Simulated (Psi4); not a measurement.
# HF/3-21G (sweep point 2) run of C2HFN+ (SMILES Fc1[cH+]n1)

What is the vertical ionisation energy of C2HFN+ at HF/3-21G (sweep point 2)? 

The calculation is run with Psi4 1.11.

## 1. The structure to begin with

C2HFN+ has 5 atoms, charge +1, and is taken as a singlet. As SMILES, `Fc1[cH+]n1`. The coordinates come from a GFN2-xTB relaxation.

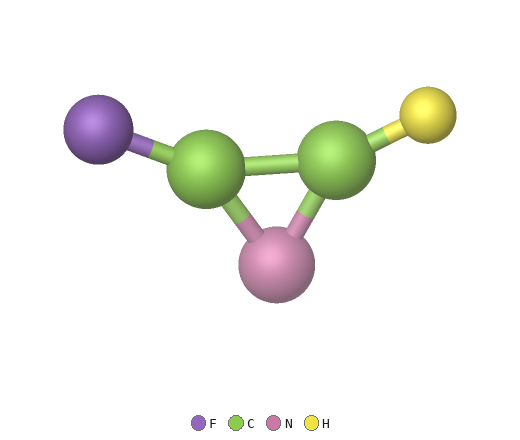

The structure, seen from a chosen angle (fluorine purple, carbon green, nitrogen pink, hydrogen yellow).

## 2. The energy at HF/3-21G (sweep point 2)

Contents of input.in:

```
memory 1.6 GB

molecule {
  1 1
  F      0.149560    -1.546570     1.034770
  C     -0.050600    -0.614570     0.246480
  C      0.095300     0.673310    -0.210680
  N     -0.656780    -0.204000    -0.874210
  H      0.462520     1.691830    -0.196360
  symmetry c1
}

set {
  puream true
  scf_type pk
}

energy_value = energy('hf/3-21G')
print_variables()
```

Run with:

```
$ psi4 -n 1 input.in input.out
```

input.out, shortened:

```text
[...]
  Running in c1 symmetry.
[...]
  Nuclear repulsion =  102.200524174314381
[...]
  Multiplicity = 1
[...]
  Nalpha       = 14
  Nbeta        = 14
[...]
    Number of basis functions: 38
[...]
   @RHF iter   1:  -228.37063021355391    1.61145e-01   1.06604e-02 DIIS/ADIIS
[...]
   @RHF iter  10:  -228.46536066127968   -1.01253e-08   3.39077e-07 DIIS
[...]
    Orbital Energies [Eh]
    ---------------------
    Doubly Occupied:
       1A    -26.570137     2A    -15.918349     3A    -11.714561
       4A    -11.628818     5A     -2.024890     6A     -1.769511
       7A     -1.187474     8A     -1.178499     9A     -1.075076
      10A     -1.050029    11A     -1.027720    12A     -0.923135
      13A     -0.845404    14A     -0.770279
[...]
  @RHF Final Energy:  -228.46536066127968
   => Energetics <=
    Nuclear Repulsion Energy =            102.2005241743143813
    One-Electron Energy =                -505.9640079823509495
    Two-Electron Energy =                 175.2981231467568648
    Total Energy =                       -228.4653606612796750
[...]
 Multipole Moments:
 ------------------------------------------------------------------------------------
     Multipole            Electronic (a.u.)      Nuclear  (a.u.)        Total (a.u.)
 ------------------------------------------------------------------------------------
 L = 1.  Multiply by 2.5417464519 to convert [e a0] to [Debye]
 Dipole X            :          0.2347591            0.2936069            0.5283660
 Dipole Y            :         -1.4959229            3.0410754            1.5451524
 Dipole Z            :          1.1350805           -1.1565381           -0.0214576
 Magnitude           :                                                    1.6331341
[...]
```

It took 1.4 s on 1 thread of Intel Xeon Platinum 8488C (Sapphire Rapids), shared host; peak memory 0.18 GiB.

## 3. Doublet [C2HFN]2+, same level

Contents of input.inp:

```
memory 1600 MB

molecule {
  2 2
  F      0.149560    -1.546570     1.034770
  C     -0.050600    -0.614570     0.246480
  C      0.095300     0.673310    -0.210680
  N     -0.656780    -0.204000    -0.874210
  H      0.462520     1.691830    -0.196360
  symmetry c1
}

set {
  basis     3-21G
  reference uhf
  puream    true
  scf_type  pk
  maxiter   150
}

E, wfn = energy('scf', return_wfn=True)
print_variables()
```

Run with:

```
$ psi4 -i input.inp -o input.out -n 1
```

input.out:

```text
[...]
  Running in c1 symmetry.
[...]
  Nuclear repulsion =  102.200524174314381
[...]
  Multiplicity = 2
[...]
  Nalpha       = 14
  Nbeta        = 13
[...]
    Number of basis functions: 38
[...]
   @UHF iter   1:  -227.57475717943410    9.57018e-01   1.41367e-02 ADIIS/DIIS
[...]
   @UHF iter  16:  -227.75926571178587   -7.17327e-09   4.95339e-07 DIIS
[...]
   @S^2 Observed:                8.592113521E-01
[...]
    Orbital Energies [Eh]
    ---------------------
    Alpha Occupied:
       1A    -26.876732     2A    -16.356051     3A    -12.080420
       4A    -11.986450     5A     -2.316194     6A     -2.144137
       7A     -1.568187     8A     -1.494007     9A     -1.417522
      10A     -1.340487    11A     -1.339666    12A     -1.288790
      13A     -1.217626    14A     -1.168477
    Alpha Virtual:
      15A     -0.561942    16A     -0.439650    17A     -0.310625
      18A     -0.257887    19A     -0.239403    20A     -0.105474
      21A      0.042236    22A      0.310406    23A      0.313882
      24A      0.333059    25A      0.402551    26A      0.407243
[...]
  @UHF Final Energy:  -227.75926571178587
   => Energetics <=
    Nuclear Repulsion Energy =            102.2005241743143813
    One-Electron Energy =                -496.3253317654244938
    Two-Electron Energy =                 166.3655418793242120
    Total Energy =                       -227.7592657117858721
  UHF NO Occupations:
  HONO-2 :   12  A 1.9980983
  HONO-1 :   13  A 1.9478990
[...]
 Multipole Moments:
 ------------------------------------------------------------------------------------
     Multipole            Electronic (a.u.)      Nuclear  (a.u.)        Total (a.u.)
 ------------------------------------------------------------------------------------
 L = 1.  Multiply by 2.5417464519 to convert [e a0] to [Debye]
 Dipole X            :         -0.1744567            0.2936069            0.1191502
 Dipole Y            :         -0.7506549            3.0410754            2.2904205
 Dipole Z            :          0.1328177           -1.1565381           -1.0237204
 Magnitude           :                                                    2.5116182
[...]
```

Wall time 1.4 s (1 thread of Intel Xeon Platinum 8488C (Sapphire Rapids), shared host); peak memory 0.18 GiB.

## 4. Results

Level: HF/3-21G (sweep point 2).

| quantity | value |
| --- | --- |
| singlet C2HFN+: total energy | -228.46536 Eh |
| singlet C2HFN+: HOMO energy | -20.96 eV |
| singlet C2HFN+: LUMO energy | -5.21 eV |
| singlet C2HFN+: HOMO–LUMO gap | 15.75 eV |
| doublet [C2HFN]2+: total energy | -227.75927 Eh |
| doublet [C2HFN]2+: HOMO energy (highest over α and β) | -31.48 eV |
| doublet [C2HFN]2+: LUMO energy (lowest over α and β) | -17.11 eV |
| doublet [C2HFN]2+: ⟨S²⟩ | 0.859 |
| vertical ionisation energy (to the doublet dication) | 19.214 eV |

What this shows: Removing an electron at fixed nuclei costs 19.21 eV (443 kcal/mol). −ε(HOMO) before ionisation, 20.96 eV, is 1.75 eV above this ionisation energy. ⟨S²⟩ (doublet [C2HFN]2+) is 0.86 where a pure doublet has 0.75: the reference is spin-contaminated.
